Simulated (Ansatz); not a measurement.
**GaH2O2 (SMILES [OH][Ga][OH]): UPBE-QIDH/def2-SVPD**

What is the vertical ionisation energy of GaH2O2 at UPBE-QIDH/def2-SVPD? 

The results are computed with Ansatz 0.2.0.

48 further runs of the same task are left out: 48 set aside as unsound or not needed.

**1. The structure to begin with**

The species is GaH2O2 (5 atoms), meant as a doublet with charge 0. As SMILES, `[OH][Ga][OH]`. The shape is that of a PBE0-D4/def2-TZVP optimisation. This is one conformer, not always the lowest.

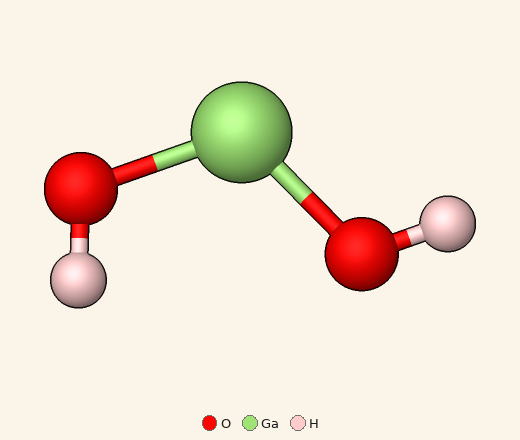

Viewed from a chosen angle; oxygen red, gallium green, hydrogen pink.

**2. The energy at UPBE-QIDH/def2-SVPD**

Contents of molecule.yaml:

```yaml
crystal:
  periodic: [false, false, false]
  atoms:
    - {symbol: O, position_ang: [-0.370600, 0.021600, -1.274400]}
    - {symbol: Ga, position_ang: [-0.311700, -0.753800, 0.353600]}
    - {symbol: O, position_ang: [0.618200, 0.154900, 1.591100]}
    - {symbol: H, position_ang: [-0.867400, -0.464600, -1.936500]}
    - {symbol: H, position_ang: [0.981500, 0.968200, 1.224700]}
basis:
  gaussian: {orbitals: def2-SVPD}
total_charge: 0
magnetization: {spin_polarized: true, initial_magnetization: 1}
hamiltonian: {xc: {name: PBE-QIDH}}
correlation: {frozen_orbitals: {Ga: 9, H: 0, O: 1}}
accuracy: high
output: {orbitals: {seedname: orbitals}}
```

Started as:

```console
$ ansatz run molecule.yaml --threads 1 --pin off --max-ram 3480MiB --events-out events.jsonl --progress --plain --runs-dir runs
```

What it wrote:

```text
Warning: RAYON_NUM_THREADS=1 ignored (pool sized by the plan → 1); use --threads N
Functional definition: PBE-QIDH
  name "PBE-QIDH"
  parameter a = 3^(-1/3)
  parameter c = 1/3
  exchange = (1 - a)*pbe_x + a*exact_x
  correlation = (1 - c)*pbe_c + c*(mp2_os + mp2_ss)
1902 factors; integrals over basis functions are off by at most 4.3e-9 eV
mean field evaluation 1: about -56460.7292 eV, gradient 4.2e1 eV
mean field evaluation 2: about -56460.7641 eV, gradient 4.2e1 eV
mean field evaluation 4: about -56467.5592 eV, gradient 2.5e0 eV
mean field evaluation 8: about -56467.6386 eV, gradient 2.2e-1 eV
mean field evaluation 16: about -56467.6394 eV, gradient 4.7e-4 eV
mean field -56467.63936153 eV, -2075.1474713956 hartree, gradient 4.9e-8 eV, S^2 0.754539; 0 other end points of the search recorded, 0 dependent functions left out
11 core orbitals not correlated: weight in the atoms' cores, before any rotation towards them, 1.000 or more for the frozen orbitals, at most 0.000 for the correlated occupied ones
reference -56467.63936267 eV, -2075.1474714375 hartree; 14, 13 occupied and 75, 76 virtual orbitals, 1902 factors
second order -18.58235286 eV of doubles, -0.00000000 eV of singles
Total energy: -56473.83348029 eV, -2075.3751010615 hartree
```

Run time: 9 s. Hardware: 1 thread of Intel Xeon 6975P-C (Granite Rapids), shared host; peak memory 0.46 GiB.

**3. The singlet cation**

Contents of in.yaml:

```yaml
crystal:
  periodic: [false, false, false]
  atoms:
    - {symbol: O, position_ang: [-0.370600, 0.021600, -1.274400]}
    - {symbol: Ga, position_ang: [-0.311700, -0.753800, 0.353600]}
    - {symbol: O, position_ang: [0.618200, 0.154900, 1.591100]}
    - {symbol: H, position_ang: [-0.867400, -0.464600, -1.936500]}
    - {symbol: H, position_ang: [0.981500, 0.968200, 1.224700]}
basis:
  gaussian:
    orbitals: def2-SVPD
correlation:
  frozen_orbitals: {Ga: 9, H: 0, O: 1}
hamiltonian:
  xc: {name: PBE-QIDH}
output:
  orbitals: {seedname: orbitals}
accuracy: high
total_charge: 1
```

Started as:

```console
$ ansatz run in.yaml --threads 1 --pin off --max-ram 3480MiB --events-out events.jsonl --progress --plain --runs-dir runs
```

What it wrote (excerpt; [...] marks lines left out):

```text
Warning: RAYON_NUM_THREADS=1 ignored (pool sized by the plan → 1); use --threads N
Functional definition: PBE-QIDH
  name "PBE-QIDH"
[...]
1902 factors; integrals over basis functions are off by at most 4.3e-9 eV
[...]
mean field -56458.44272789 eV, -2074.8095013430 hartree, gradient 3.8e-8 eV, S^2 0.000000; 2 other end points of the search recorded, 0 dependent functions left out
11 core orbitals not correlated: weight in the atoms' cores, before any rotation towards them, 1.000 or more for the frozen orbitals, at most 0.000 for the correlated occupied ones
reference -56458.44272929 eV, -2074.8095013944 hartree; 13, 13 occupied and 76, 76 virtual orbitals, 1902 factors
second order -18.77367727 eV of doubles, -0.00000000 eV of singles
Total energy: -56464.70062171 eV, -2075.0394746992 hartree
```

Wall time 7.2 s (1 thread of Intel Xeon 6975P-C (Granite Rapids), shared host); peak memory 0.42 GiB.

**4. What came out**

At UPBE-QIDH/def2-SVPD, 11 core orbitals frozen:

| quantity | value |
| --- | --- |
| doublet GaH2O2: total energy | -2075.37510 Eh |
| doublet GaH2O2: HOMO energy (SCF part's orbitals) (highest over α and β) | -8.58 eV |
| doublet GaH2O2: LUMO energy (SCF part's orbitals) (lowest over α and β) | -1.44 eV |
| doublet GaH2O2: ⟨S²⟩ | 0.755 |
| singlet cation: total energy | -2075.03947 Eh |
| singlet cation: HOMO energy (SCF part's orbitals) | -18.00 eV |
| singlet cation: LUMO energy (SCF part's orbitals) | -9.70 eV |
| singlet cation: HOMO–LUMO gap (SCF part's orbitals) | 8.30 eV |
| vertical ionisation energy (to the singlet cation) | 9.133 eV |

What this shows: Removing an electron at fixed nuclei costs 9.13 eV (881 kJ/mol). Only the singlet of the ionised species was computed; a triplet could lie lower.
